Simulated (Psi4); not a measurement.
# AQCC/jun-cc-pVDZ run of HCl (hydrogen chloride)

What is the energy change on altering one bond length of HCl (hydrogen chloride) at AQCC/jun-cc-pVDZ? 

The results are computed with Psi4 1.11.

2 further runs of the same task are left out: 1 that didn't finish, 1 set aside as unsound or not needed.

## (1) The system as given

The species is HCl (2 atoms), meant as a singlet with charge 0. As SMILES, `Cl`. The coordinates come from a PBE0-D4/def2-TZVP relaxation.

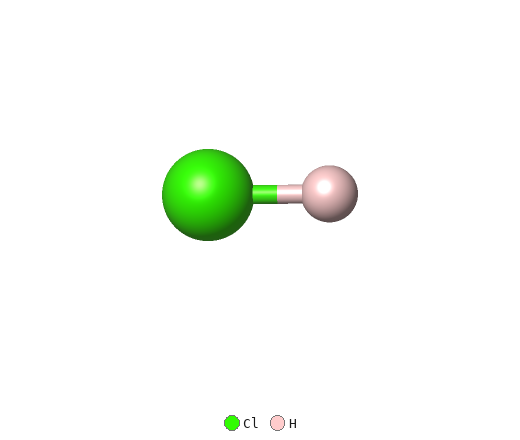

The structure, seen from a chosen angle (chlorine green, hydrogen pink).

## (2) The energy at AQCC/jun-cc-pVDZ

File job.py:

```python
import psi4

psi4.set_memory('1600 MB')
psi4.set_num_threads(1)
psi4.set_output_file('psi4.out', False)

molecule = psi4.geometry("""
0 1
Cl
H 1 1.278791
symmetry c1
""")

options = {'basis': 'jun-cc-pVDZ', 'reference': 'rhf', 'scf_type': 'direct', 'freeze_core': True}
psi4.set_options(options)

result = psi4.energy('aqcc')
print(f'aqcc energy: {result:.10f} Eh')
```

Command:

```
$ python job.py
```

psi4.out:

```text
[...]
  Running in c1 symmetry.
[...]
  Nuclear repulsion =    7.034779398189383
[...]
  Multiplicity = 1
[...]
  Nalpha       = 9
  Nbeta        = 9
[...]
    Number of basis functions: 27
[...]
   @DF-RHF iter   1:  -460.07097890231825   -1.46489e-01   6.08164e-03 ADIIS/DIIS
[...]
   @RHF iter  15:  -460.09166578073280   -2.27374e-13   3.49402e-09 DIIS
[...]
    Orbital Energies [Eh]
    ---------------------
    Doubly Occupied:
       1A   -104.850495     2A    -10.576576     3A     -8.044448
       4A     -8.040826     5A     -8.040826     6A     -1.119331
       7A     -0.625982     8A     -0.477171     9A     -0.477171
[...]
  @RHF Final Energy:  -460.09166578073280
   => Energetics <=
    Nuclear Repulsion Energy =              7.0347793981893831
    One-Electron Energy =                -649.7472372312599873
    Two-Electron Energy =                 182.6207920523377766
    Total Energy =                       -460.0916657807328534
[...]
 Multipole Moments:
 ------------------------------------------------------------------------------------
     Multipole            Electronic (a.u.)      Nuclear  (a.u.)        Total (a.u.)
 ------------------------------------------------------------------------------------
 L = 1.  Multiply by 2.5417464519 to convert [e a0] to [Debye]
 Dipole X            :         -0.0000000            0.0000000           -0.0000000
 Dipole Y            :          0.0000000            0.0000000            0.0000000
 Dipole Z            :         -0.6320739            1.1980381            0.5659642
 Magnitude           :                                                    0.5659642
[...]
      * SCS-MP2 total energy:                 -460.236802696561
[...]
      * MP2 total energy:                     -460.239116285937
[...]
```

Standard output:

```text
aqcc energy: -460.2544266915 Eh
```

Wall time 3.3 s (1 thread of Intel Xeon at 2.60GHz (Ice Lake), shared host); peak memory 0.26 GiB.

## (3) The distorted shape, same level

File clh.xyz:

```xyz
2
ClH
Cl     0.436789    -0.142797     0.224635
H     -0.546000     0.178500    -0.280800
```

File clh_ase.py:

```python
import numpy as np
from ase.calculators.psi4 import Psi4
from ase.io import read

a = read('clh.xyz')
calc = Psi4(atoms=a, method='aqcc', basis='jun-cc-pVDZ', memory='1600MB', num_threads=1, charge=0, multiplicity=1, label='calc', reference='rhf')
calc.psi4.set_options({'scf_type': 'direct', 'freeze_core': True})
a.calc = calc

print(f'energy: {a.get_potential_energy():.6f} eV')
```

Command:

```
$ python clh_ase.py
```

calc.dat:

```text
[...]
  Running in c1 symmetry.
[...]
  Nuclear repulsion =    7.816503229065310
[...]
  Multiplicity = 1
[...]
  Nalpha       = 9
  Nbeta        = 9
[...]
    Number of basis functions: 27
[...]
   @DF-RHF iter   1:  -460.06079588743603   -3.89536e-02   5.77799e-03 DIIS/ADIIS
[...]
   @RHF iter  15:  -460.07840716993661    5.68434e-14   2.50366e-09 DIIS
[...]
    Orbital Energies [Eh]
    ---------------------
    Doubly Occupied:
       1A   -104.843756     2A    -10.574115     3A     -8.042696
       4A     -8.037977     5A     -8.037977     6A     -1.147763
       7A     -0.651873     8A     -0.480666     9A     -0.480666
[...]
  @RHF Final Energy:  -460.07840716993661
   => Energetics <=
    Nuclear Repulsion Energy =              7.8165032290653098
    One-Electron Energy =                -651.1948398679893444
    Two-Electron Energy =                 183.2999294689873295
    Total Energy =                       -460.0784071699366677
[...]
 Multipole Moments:
 ------------------------------------------------------------------------------------
     Multipole            Electronic (a.u.)      Nuclear  (a.u.)        Total (a.u.)
 ------------------------------------------------------------------------------------
 L = 1.  Multiply by 2.5417464519 to convert [e a0] to [Debye]
 Dipole X            :          0.4870930           -0.9207280           -0.4336350
 Dipole Y            :         -0.1592422            0.3010078            0.1417655
 Dipole Z            :          0.2505053           -0.4735179           -0.2230126
 Magnitude           :                                                    0.5078104
[...]
      * SCS-MP2 total energy:                 -460.221902478492
[...]
      * MP2 total energy:                     -460.224517895884
[...]
```

On the terminal:

```text
energy: -12523.752935 eV
```

It took 3.3 s on 1 thread of Intel Xeon at 2.60GHz (Ice Lake), shared host; peak memory 0.25 GiB.

## (4) Summary of results

At AQCC/jun-cc-pVDZ, 5 core orbitals frozen:

| quantity | value |
| --- | --- |
| first shape: total energy | -460.25443 Eh |
| first shape: HOMO energy (Hartree–Fock orbitals) | -12.98 eV |
| first shape: LUMO energy (Hartree–Fock orbitals) | 3.04 eV |
| first shape: HOMO–LUMO gap (Hartree–Fock orbitals) | 16.02 eV |
| first shape: correlation energy (5 core orbitals frozen) | -162.8 mEh |
| distorted shape: total energy | -460.23944 Eh |
| distorted shape: HOMO energy (Hartree–Fock orbitals) | -13.08 eV |
| distorted shape: LUMO energy (Hartree–Fock orbitals) | 3.00 eV |
| distorted shape: HOMO–LUMO gap (Hartree–Fock orbitals) | 16.08 eV |
| distorted shape: correlation energy (5 core orbitals frozen) | -161.0 mEh |
| energy change with the Cl1–H2 bond shortened from 1.279 to 1.151 Å | 0.408 eV |

With the Cl1–H2 bond shortened from 1.279 to 1.151 Å the energy rises by 0.41 eV (39.4 kJ/mol). The first shape isn't relaxed at this level, so the change isn't measured from a minimum.
